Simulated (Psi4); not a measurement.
**doublet GeClF+ at 3 levels**

Aim: a comparison of 3 runs (UHF/3-21G, UB3LYP/6-31G*, UTPSSh/def2-TZVP) of doublet GeClF+. 

Program for the calculation: Psi4 1.11.

### Step 1. The structure to begin with

GeClF+ has 3 atoms, charge +1, and is taken as a doublet. As SMILES of the parent species, `[F][Ge][Cl]`. The shape is that of a PBE0-D4/def2-TZVP optimisation. That shape belongs to the parent species and isn't relaxed for this state.

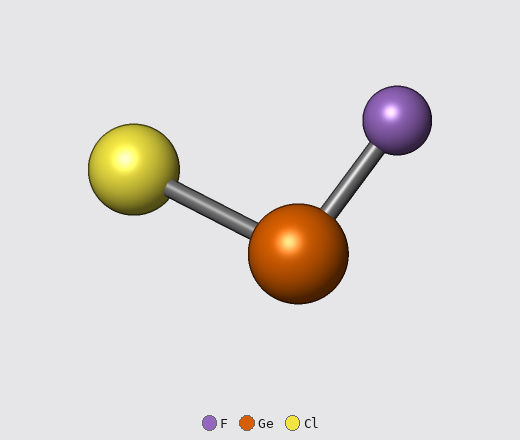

The structure, seen from a chosen angle (fluorine purple, germanium orange, chlorine yellow).

### Step 2. Energy and gradient at UHF/3-21G (run 1)

Input file calc.in:

```
memory 2.2 GB

molecule {
  1 2
  F
  Ge 1 1.748003
  Cl 2 2.179677 1 98.34974
  units angstrom
  symmetry c1
}

set globals {
  basis         3-21G
  reference     uhf
  puream        true
  e_convergence 1e-09
  d_convergence 1e-08
  scf_type      pk
  maxiter       100
}

e_tot, wfn = gradient('hf', return_wfn=True)
oeprop(wfn, 'MAYER_INDICES', 'LOWDIN_CHARGES', 'WIBERG_LOWDIN_INDICES')
```

Run with:

```sh
$ psi4 calc.in calc.out -n 1
```

calc.out:

```text
[...]
  Running in c1 symmetry.
[...]
  Nuclear repulsion =  246.377398601329787
[...]
  Multiplicity = 2
[...]
  Nalpha       = 29
  Nbeta        = 28
[...]
    Number of basis functions: 44
[...]
   @UHF iter   1: -2620.95483876192611   -4.09513e+00   1.67279e-02 DIIS/ADIIS
[...]
   @UHF iter  19: -2621.25570089903113   -2.72848e-12   8.39143e-09 DIIS
[...]
   @S^2 Observed:                7.877729620E-01
[...]
  @UHF Final Energy: -2621.25570089903113
   => Energetics <=
    Nuclear Repulsion Energy =            246.3773986013297872
    One-Electron Energy =               -4129.6761237955797696
    Two-Electron Energy =                1262.0430242952190838
    Total Energy =                      -2621.2557008990306713
  UHF NO Occupations:
  HONO-2 :   27  A 1.9981957
  HONO-1 :   28  A 1.9829682
  HONO-0 :   29  A 1.0000000
  LUNO+0 :   30  A 0.0170318
  LUNO+1 :   31  A 0.0018043
[...]
 Multipole Moments:
 ------------------------------------------------------------------------------------
     Multipole            Electronic (a.u.)      Nuclear  (a.u.)        Total (a.u.)
 ------------------------------------------------------------------------------------
 L = 1.  Multiply by 2.5417464519 to convert [e a0] to [Debye]
 Dipole X            :         -5.9000892            4.6496097           -1.2504795
 Dipole Y            :         -1.7252504            0.5854862           -1.1397643
 Dipole Z            :         -0.0000000            0.0000000           -0.0000000
 Magnitude           :                                                    1.6919697
[...]
  -Total Gradient:
     Atom            X                  Y                   Z
    ------   -----------------  -----------------  -----------------
       1        0.013923289207     0.060803225704    -0.000000000000
       2        0.002611984856    -0.074515611461    -0.000000000000
       3       -0.016535274004     0.013712385730     0.000000000000
[...]
```

Wall time 2.8 s (1 thread of Intel Xeon Platinum 8259CL at 2.50GHz (Skylake/Cascade Lake), shared host); peak memory 0.2 GiB.

### Step 3. Energy and forces at UB3LYP/6-31G(d) (spherical functions) (run 2)

Input file calc.in:

```
memory 2200 mb

molecule system {
  1 2
  F      0.110400     1.418700     0.206200
  Ge    -0.762800     0.035600    -0.410300
  Cl     0.641600    -1.519100     0.191000
  units angstrom
  symmetry c1
  no_reorient
  no_com
}

set globals {
  basis                6-31G*
  reference            uks
  puream               true
  e_convergence        1e-09
  d_convergence        1e-08
  scf_type             pk
  dft_radial_points    99
  dft_spherical_points 590
  maxiter              100
}

energy_value, wavefunction = gradient("b3lyp", return_wfn=True)
oeprop(wavefunction, "WIBERG_LOWDIN_INDICES", "QUADRUPOLE", "LOWDIN_CHARGES", title="B3LYP")
```

Run with:

```sh
$ psi4 -n 1 calc.in calc.out
```

calc.out:

```text
[...]
  Running in c1 symmetry.
[...]
  Nuclear repulsion =  246.377351934708969
[...]
  Multiplicity = 2
[...]
  Nalpha       = 29
  Nbeta        = 28
[...]
    Number of basis functions: 64
[...]
   @UKS iter   1: -2635.13278706740766   -1.91713e+00   4.16727e-02 DIIS/ADIIS
[...]
   @UKS iter  16: -2636.47893690134788   -5.00222e-12   6.99017e-09 DIIS
[...]
   @S^2 Observed:                7.568360763E-01
[...]
  @UKS Final Energy: -2636.47893690134788
   => Energetics <=
    Nuclear Repulsion Energy =            246.3773519347089689
    One-Electron Energy =               -4142.9483915619803156
    Two-Electron Energy =                1354.6433171755397780
    DFT Exchange-Correlation Energy =     -94.5512144496167366
    Empirical Dispersion Energy =           0.0000000000000000
    VV10 Nonlocal Energy =                  0.0000000000000000
    Total Energy =                      -2636.4789369013478790
  UHF NO Occupations:
  HONO-2 :   27  A 1.9994181
  HONO-1 :   28  A 1.9974228
[...]
  -Total Gradient:
     Atom            X                  Y                   Z
    ------   -----------------  -----------------  -----------------
       1        0.018086172035     0.007527063818     0.010588370274
       2       -0.026064792680    -0.011862154960    -0.015364138911
       3        0.007955496795     0.004374606176     0.004767305124
[...]
 Multipole Moments:
 ------------------------------------------------------------------------------------
     Multipole            Electronic (a.u.)      Nuclear  (a.u.)        Total (a.u.)
 ------------------------------------------------------------------------------------
 L = 1.  Multiply by 2.5417464519 to convert [e a0] to [Debye]
 Dipole X            :         22.3573313          -23.6382062           -1.2808748
 Dipole Y            :         21.8225498          -22.5202442           -0.6976944
 Dipole Z            :         14.4012327          -15.1684537           -0.7672210
 Magnitude           :                                                    1.6480430
 L = 2.  Multiply by 1.3450342976 to convert [e a0^2] to [Debye ang]
 Quadrupole XX       :       -109.8992686           91.8741984          -18.0250701
 Quadrupole XY       :         55.4819797          -57.2387732           -1.7567935
[...]
```

Run time: 19 s. Hardware: 1 thread of Intel Xeon Platinum 8259CL at 2.50GHz (Skylake/Cascade Lake), shared host; peak memory 0.49 GiB.

### Step 4. The energy at UTPSSh/def2-TZVP (run 3)

Input file clfge.xyz:

```xyz
3
ClFGe
F      0.110400     1.418700     0.206200
Ge    -0.762800     0.035600    -0.410300
Cl     0.641600    -1.519100     0.191000
```

Input file clfge.py:

```python
import psi4

psi4.set_memory('2200 MB')
psi4.set_num_threads(1)
psi4.core.set_output_file('clfge.out', False)

with open('clfge.xyz') as f:
    atoms = ''.join(f.readlines()[2:])
m = psi4.geometry('1 2\n' + atoms + 'symmetry c1\nno_reorient\nno_com')

psi4.set_options({
    'basis': 'def2-TZVP',
    'reference': 'uks',
    'puream': True,
    'e_convergence': 1e-09,
    'd_convergence': 1e-08,
    'scf_type': 'pk',
    'dft_radial_points': 99,
    'dft_spherical_points': 590,
    'maxiter': 100,
})

E = psi4.energy("tpssh")
print(f'total energy {E:.8f} hartree = {E * 27.211386:.5f} eV')
for k, v in sorted(psi4.core.scalar_variables().items()):
    print(f'{k:45s} {v:18.10f}')
```

Run with:

```sh
$ python clfge.py
```

clfge.out:

```text
[...]
  Running in c1 symmetry.
[...]
  Nuclear repulsion =  246.377351934708969
[...]
  Multiplicity = 2
[...]
  Nalpha       = 29
  Nbeta        = 28
[...]
    Number of basis functions: 116
[...]
   @UKS iter   1: -2635.21543492544242   -1.52424e+00   2.62944e-02 DIIS/ADIIS
[...]
   @UKS iter  18: -2636.76916052571505   -3.18323e-12   3.86130e-09 DIIS
[...]
   @S^2 Observed:                7.572541200E-01
[...]
    Orbital Energies [Eh]
    ---------------------
    Alpha Occupied:
       1A   -398.835088     2A   -101.660553     3A    -49.942549
       4A    -44.436709     5A    -44.434690     6A    -44.433624
       7A    -24.854269     8A     -9.659144     9A     -7.410841
      10A     -7.397699    11A     -7.397087    12A     -6.511238
      13A     -4.681792    14A     -4.675661    15A     -4.672767
      16A     -1.519886    17A     -1.512920    18A     -1.512360
      19A     -1.510183    20A     -1.505829    21A     -1.385538
      22A     -1.072415    23A     -0.793009    24A     -0.681616
      25A     -0.650097    26A     -0.648541    27A     -0.580060
      28A     -0.578961    29A     -0.573207
    Alpha Virtual:
[...]
  @UKS Final Energy: -2636.76916052571505
   => Energetics <=
    Nuclear Repulsion Energy =            246.3773519347089689
    One-Electron Energy =               -4144.0701690615169355
    Two-Electron Energy =                1366.8838392101069985
    DFT Exchange-Correlation Energy =    -105.9601826090142822
    Empirical Dispersion Energy =           0.0000000000000000
    VV10 Nonlocal Energy =                  0.0000000000000000
    Total Energy =                      -2636.7691605257150513
  UHF NO Occupations:
  HONO-2 :   27  A 1.9995936
  HONO-1 :   28  A 1.9973361
[...]
 Multipole Moments:
 ------------------------------------------------------------------------------------
     Multipole            Electronic (a.u.)      Nuclear  (a.u.)        Total (a.u.)
 ------------------------------------------------------------------------------------
 L = 1.  Multiply by 2.5417464519 to convert [e a0] to [Debye]
 Dipole X            :         22.3105888          -23.6382062           -1.3276174
 Dipole Y            :         21.7872334          -22.5202442           -0.7330108
 Dipole Z            :         14.3722297          -15.1684537           -0.7962240
 Magnitude           :                                                    1.7128471
[...]
```

On the terminal:

```text
total energy -2636.76916053 hartree = -71750.14342 eV
CURRENT ENERGY                                  -2636.7691605257
CURRENT REFERENCE ENERGY                        -2636.7691605257
DD SOLVATION ENERGY                                 0.0000000000
DFT FUNCTIONAL TOTAL ENERGY                     -2636.7691605257
DFT TOTAL ENERGY                                -2636.7691605257
DFT VV10 ENERGY                                     0.0000000000
DFT XC ENERGY                                    -105.9601826090
GRID ELECTRONS ALPHA                               29.0000004436
GRID ELECTRONS BETA                                28.0000004697
GRID ELECTRONS TOTAL                               57.0000009132
NUCLEAR REPULSION ENERGY                          246.3773519347
ONE-ELECTRON ENERGY                             -4144.0701690615
PCM POLARIZATION ENERGY                             0.0000000000
PE ENERGY                                           0.0000000000
SCF ITERATION ENERGY                            -2636.7691605257
SCF ITERATIONS                                     18.0000000000
SCF TOTAL ENERGY                                -2636.7691605257
TWO-ELECTRON ENERGY                              1366.8838392101
XC GRID RADIAL POINTS                              99.0000000000
XC GRID SPHERICAL POINTS                          590.0000000000
XC GRID TOTAL POINTS                           164051.0000000000
```

It took 65 s on 1 thread of Intel Xeon Platinum 8259CL at 2.50GHz (Skylake/Cascade Lake), shared host; peak memory 0.76 GiB.

### Step 5. All runs side by side

```
run                                level         integration grid      task   energy (Eh)  HOMO energy (eV)  LUMO energy (eV)   ⟨S²⟩  wall time
  1                            UHF/3-21G                        –  gradient  -2621.255701            -19.40             -9.50  0.788      2.8 s
  2  UB3LYP/6-31G* (spherical functions)  99 radial × 590 angular  gradient  -2636.478937            -15.84            -13.53  0.757       19 s
  3                     UTPSSh/def2-TZVP  99 radial × 590 angular    energy  -2636.769161            -15.37            -13.56  0.757       65 s
```

### Step 6. Summary of results

```
                                 quantity           value
                      run 3: total energy  -2636.76916 Eh
run 3: HOMO energy (highest over α and β)       -15.37 eV
 run 3: LUMO energy (lowest over α and β)       -13.56 eV
                              run 3: ⟨S²⟩           0.757
```

What this shows: Totals of different functionals can't be ranked against each other. All runs together took 86 s, the longest 65 s.
